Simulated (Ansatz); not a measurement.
BrH2NSi

```xyz
5

N    -0.6243   -1.0847    0.0773
Si    0.1624    0.2905   -0.0225
Br   -0.8537    2.0396   -0.8530
H    -0.2247   -1.9380    0.4491
H     1.5403    0.6926    0.3490
```

These are results of Ansatz, RKS PBE0/def2-mTZVP, not measurements.

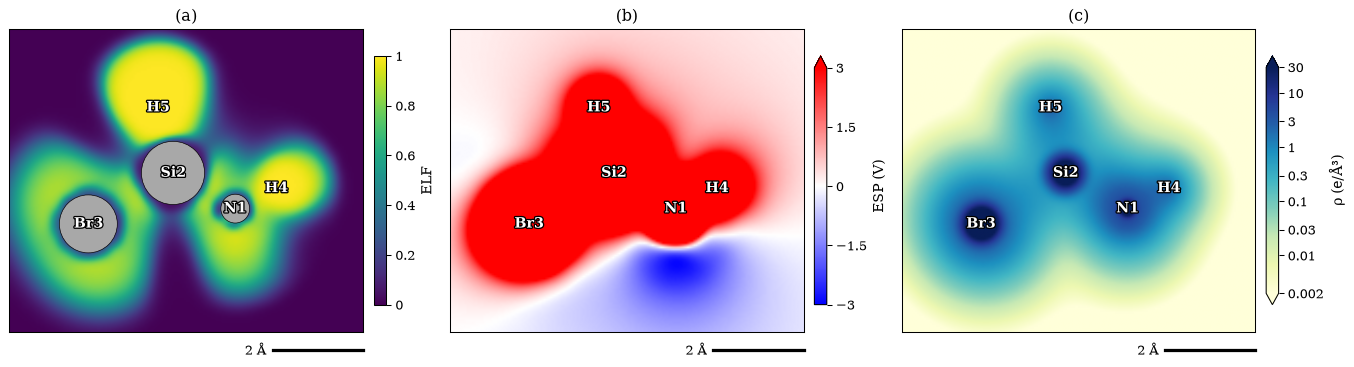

Figure 1. (a) electron localisation function; (b) molecular electrostatic potential; (c) total electron density on the molecular plane. Grey discs cover the atomic cores in the ELF map.

What does the map show?

Answer.
- Atoms in the plane: N, Si, Br and H.
- Si–N (1.59 Å): the density is about 1.4 e/Å³ at the midpoint; the ELF peaks at about 0.85 between the atoms, as expected for a shared but strongly polarised pair.
- Si–Br (2.19 Å): ρ at the midpoint is about 0.8 e/Å³; the ELF peaks at about 0.85 between the atoms, as expected for a shared but strongly polarised pair.
- N–H (1.01 Å): ρ is about 2.8 e/Å³ halfway; the ELF climbs to about 1 towards the hydrogen, as it does in any bond to H (an ordinary covalent bond to hydrogen).
- Si–H (1.48 Å): ρ is about 0.81 e/Å³ halfway; the ELF climbs to about 1 towards the hydrogen.
- The ELF also peaks beside Br3 and N1, away from the bonds: lone-pair regions.
- Outside the dense part of the molecule the potential is most negative (−2.9 V) near N1.

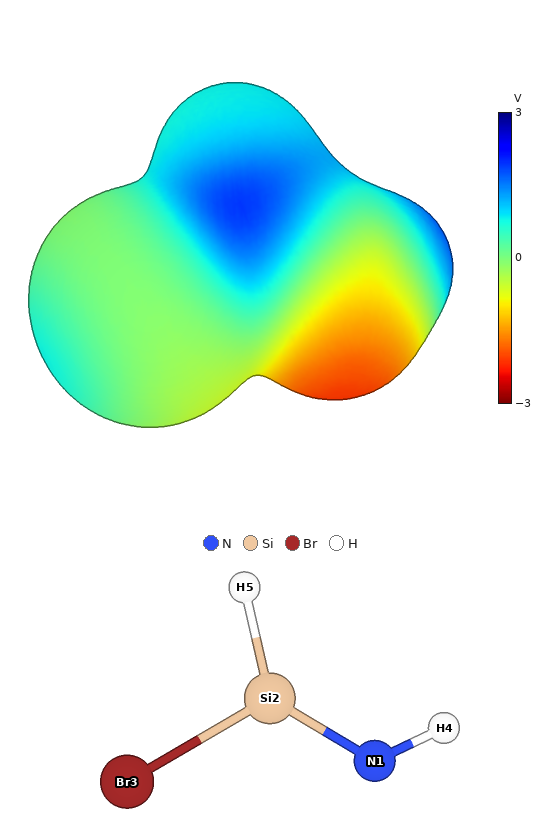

Figure 2. The molecular electrostatic potential painted on the density surface at 0.002 e/bohr³, seen at a tilt; red is negative and blue positive. The bare structure is drawn below in the same view.

Where is the surface potential most negative and most positive?

Answer. The most negative region (about −2.1 V) lies over N1, the most positive (about +1.9 V) over Si2. Br3 shows a σ-hole: about +0.8 V at the tip opposite its bond, against about −0.2 V on its flanks. N1 is the likeliest acceptor of a hydrogen bond.

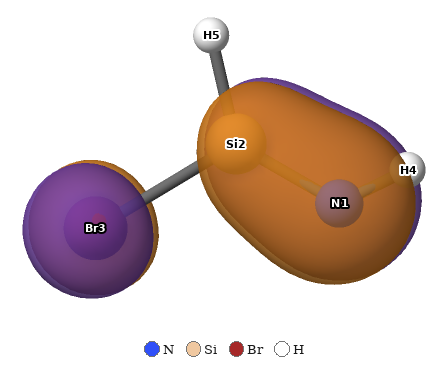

Figure 3. The HOMO at ±0.1 Å⁻³ᐟ² (orange and purple are the two phases), seen across its widest extent.

What is the character of this orbital?

Answer. By Hirshfeld shares it lies mainly on N1 (about 55 %), Si2 (about 25 %) and Br3 (about 15 %); it changes sign across the molecular plane (π type); π-bonding across N1–Si2; π-antibonding (a node) across Si2–Br3. Its energy is −7.83 eV.

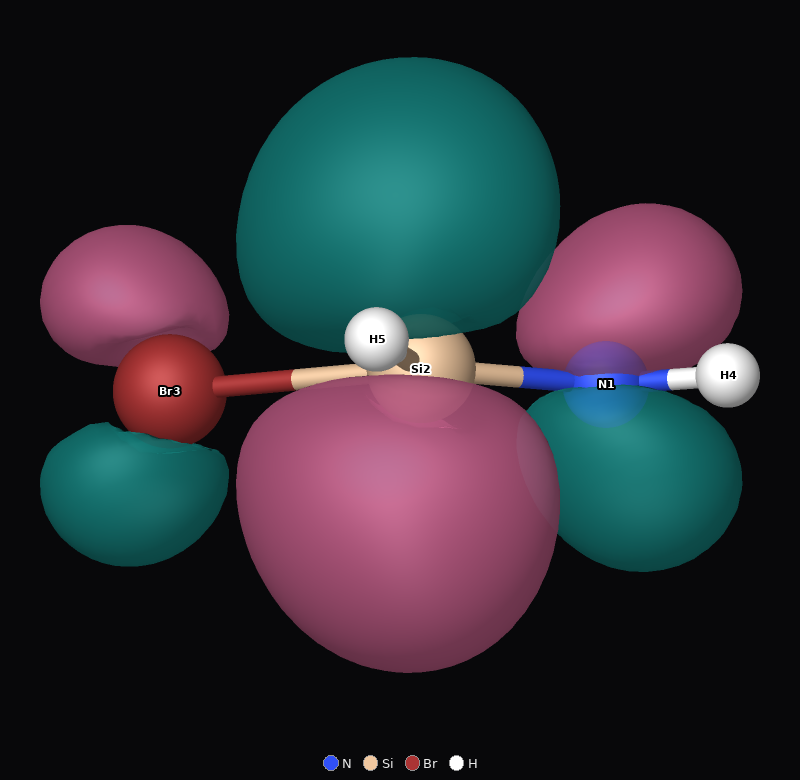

Figure 4. The LUMO at ±0.1 Å⁻³ᐟ² (teal and pink are the two phases), seen from one side.

Describe this orbital and give its energy.

Answer. Its weight (Hirshfeld) is mainly on Si2 (about 60 %), N1 (about 25 %) and Br3 (about 10 %); it changes sign across the molecular plane (π type); π-antibonding (a node) across N1–Si2. Its energy is −1.59 eV.
